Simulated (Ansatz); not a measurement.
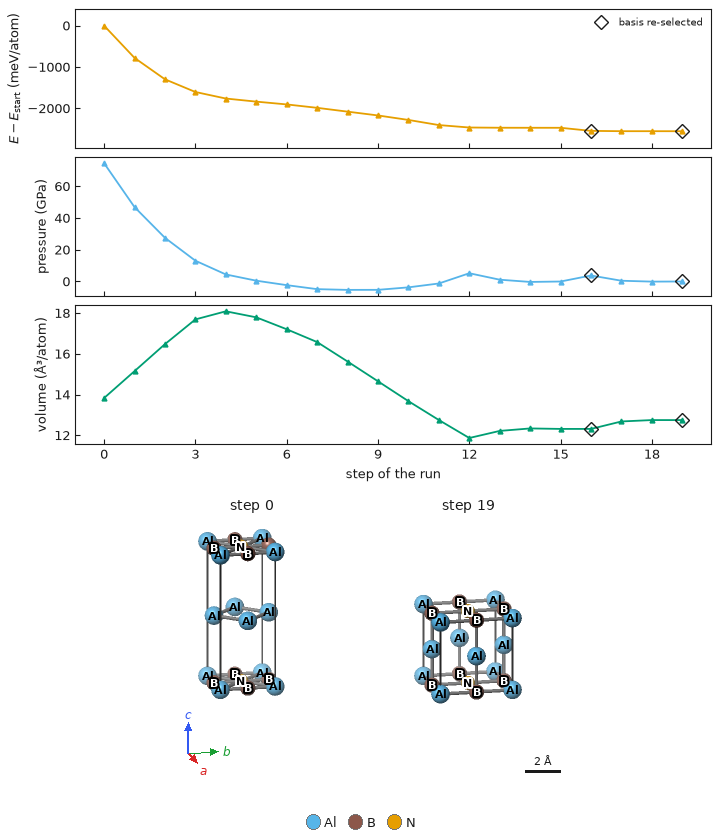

First and last geometry of a relaxation of a crystal of Al3B2N (a generated structure, set up in P4/mmm) (coarse preliminary run), with the history of the run. Style: ball-and-stick. Shown: the cell of the calculation, slightly off an axis.

Theory: DFT PBE, scalar-relativistic, plane waves, PAW (Ansatz). (plane-wave cutoff 420 eV; k-point mesh 6 × 6 × 2; occupations gaussian; smearing width 0.1 eV; no spin polarisation; cell and atoms relaxed; force threshold 0.04 eV/Å; at most 70 steps)

> What do the curves and the structures tell?

It converged. The energy falls by 2553 meV per atom in 17 accepted moves (19 points after the start). All forces vanish by symmetry, so only the cell relaxes. The pressure goes from 74.57 to −0.01 GPa. At 2 points the geometry stayed and the basis and grid were re-selected for the new cell (energy shift of 74.6 meV per atom at most each time). No atom moves by more than 0.005 Å relative to the cell. Cell: a = b 3.225 → 4.241 Å (+31.5 %), c 7.976 → 4.253 Å (−46.7 %). Volume −7.8 %. Near-neighbour distances that change, for instance: Al–B 3.988 → 2.127 Å, B–B 2.281 → 2.999 Å, Al–Al 2.281 → 2.999 Å, Al–N 2.281 → 2.999 Å. New bonds form: Al–B (3.99 → 2.13 Å). Bonds break: Al–Al (2.28 → 3.00 Å). The space group stays P4/mmm (No. 123). The run took 33 s on 1 thread of Arm Neoverse V2, with other jobs on the host, peak memory 0.33 GiB.

Limits of the set-up: the k-point mesh is coarse for a cell with partly filled bands.
